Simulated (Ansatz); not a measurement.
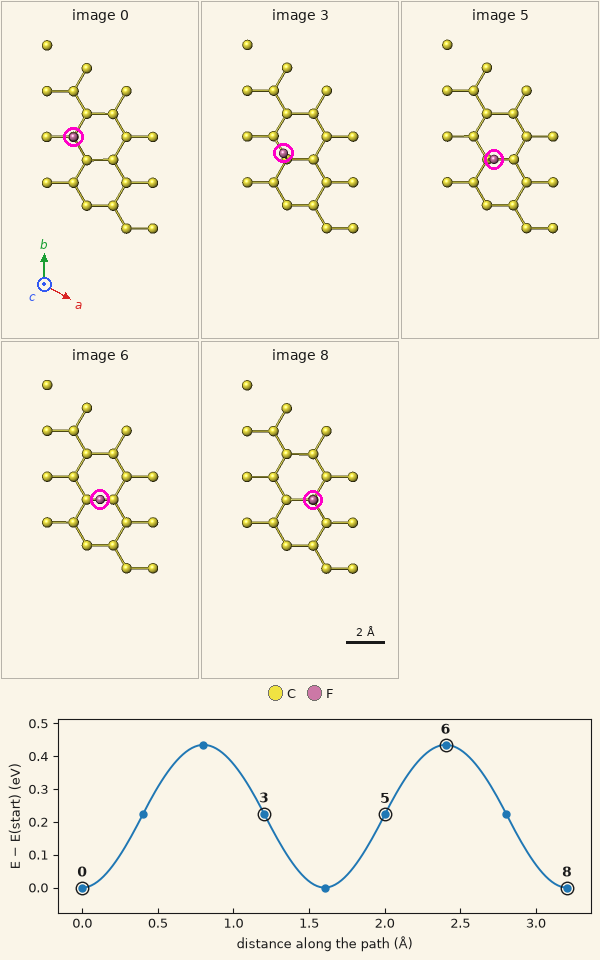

A search for the minimum-energy path of F on graphene monolayer (19 atoms in the cell) by the nudged elastic band. Images are numbered from 0 (start) to 8 (end). A ball-and-stick model of the simulation cell, with the vacuum cut short (origin moved), seen along the c axis. The moving atom is ringed, with any periodic copies. Bonds to atoms that aren't drawn are left out.

All numbers below come from DFT LDA, scalar-relativistic, plane waves, PAW in Ansatz.

Input file:
```yaml
crystal:
  lattice:
    - [7.398, 0.0, 0.0]
    - [-3.699, 6.406856, 0.0]
    - [0.0, 0.0, 11.0]
  atoms:
    - { symbol: C, position: [0.00681792, 0.0045912, 0.081474] }
    - { symbol: C, position: [0.22886231, 0.11561473, 0.08124971] }
    - { symbol: C, position: [0.00789277, 0.33658428, 0.09003673] }
    - { symbol: C, position: [0.22825595, 0.44859297, 0.08470799] }
    - { symbol: C, position: [0.00788991, 0.6736698, 0.09003693] }
    - { symbol: C, position: [0.22825411, 0.78202733, 0.08471031] }
    - { symbol: C, position: [0.33988224, 0.00459054, 0.08147137] }
    - { symbol: C, position: [0.56244381, 0.11622018, 0.0847182] }
    - { symbol: C, position: [0.33988428, 0.337659, 0.08146434] }
    - { symbol: C, position: [0.56244589, 0.44859068, 0.0847097] }
    - { symbol: C, position: [0.3405105, 0.67143875, 0.0860231] }
    - { symbol: C, position: [0.56219849, 0.78228257, 0.08567871] }
    - { symbol: C, position: [0.67304062, 0.00397059, 0.08602768] }
    - { symbol: C, position: [0.89588567, 0.1162211, 0.08471924] }
    - { symbol: C, position: [0.6707995, 0.33658309, 0.09004025] }
    - { symbol: C, position: [0.89552858, 0.44894661, 0.12015665] }
    - { symbol: C, position: [0.67304103, 0.67143758, 0.08602189] }
    - { symbol: C, position: [0.89588544, 0.78202792, 0.08471291] }
    - { symbol: F, position: [-0.10447595, 0.44892728, 0.25658588] }
magnetization:
  spin_polarized: true
basis:
  ecutwfc: 420.0
kpoints:
  mp_grid: { grid: [2, 2, 1] }
hamiltonian:
  xc: lda
scf:
  occupations: { method: fermi_dirac, width: 0.05 }
  lower_state_search: "off"
neb:
  images: 7
  f_tol: 0.03
  initial_path: idpp
  max_iterations: 46
  final_atoms:
    - { symbol: C, position: [0.00637395, 0.00397059, 0.08602768] }
    - { symbol: C, position: [0.229219, 0.1162211, 0.08471924] }
    - { symbol: C, position: [0.00413283, 0.33658309, 0.09004025] }
    - { symbol: C, position: [0.22886191, 0.44894661, 0.12015665] }
    - { symbol: C, position: [0.00637436, 0.67143758, 0.08602189] }
    - { symbol: C, position: [0.22921877, 0.78202792, 0.08471291] }
    - { symbol: C, position: [0.34015125, 0.0045912, 0.081474] }
    - { symbol: C, position: [0.56219564, 0.11561473, 0.08124971] }
    - { symbol: C, position: [0.3412261, 0.33658428, 0.09003673] }
    - { symbol: C, position: [0.56158928, 0.44859297, 0.08470799] }
    - { symbol: C, position: [0.34122324, 0.6736698, 0.09003693] }
    - { symbol: C, position: [0.56158744, 0.78202733, 0.08471031] }
    - { symbol: C, position: [0.67321557, 0.00459054, 0.08147137] }
    - { symbol: C, position: [0.89577714, 0.11622018, 0.0847182] }
    - { symbol: C, position: [0.67321761, 0.337659, 0.08146434] }
    - { symbol: C, position: [0.89577922, 0.44859068, 0.0847097] }
    - { symbol: C, position: [0.67384383, 0.67143875, 0.0860231] }
    - { symbol: C, position: [0.89553182, 0.78228257, 0.08567871] }
    - { symbol: F, position: [0.22885738, 0.44892728, 0.25658588] }
  order_check: true
```

Run as
```bash
ansatz run input.yaml --threads 2 --pin off --max-ram 5120MiB --backend cpu --events-out ev --progress --plain --runs-dir out
```

What happens along the path, and what is the barrier?

The two ends have the same energy, and the highest point, image 6, lies 0.43 eV above the start. The profile has 2 maxima (images 2, 6) with a dip at image 4 (0.00 eV), so the process runs in steps. The adsorbate starts on a hollow site and hops by a lattice vector of the surface; other mechanisms, such as exchange with a surface atom, weren't searched. The path has more than one stage, and so few images may leave a stage unresolved. The F atom travels furthest, 2.47 Å from end to end, on a path that bends up to 0.67 Å away from the straight line. At the highest image its nearest neighbour (C) is 2.06 Å away, against 1.50 Å at the start, and the surrounding atoms stand up to 0.18 Å off the mean of their end positions. Breaking: C–F (1.50 → 3.10 Å). Forming: C–F (3.10 → 1.50 Å). The band converged in 10 iterations. The climbing image converged on the top of the path. A check of its curvatures found one unstable direction (−2.7 eV/Å²), as a transition state must have.

Limits of the set-up: the k-point mesh is coarse for a cell with partly filled bands; the periodic images lie only 7.4 Å apart, so the values are limited by the cell's size.

The run took 6.1 min on 2 threads of Intel(R) Xeon(R) Platinum 8488C (Sapphire Rapids) (shared host), peak memory 1.7 GiB.
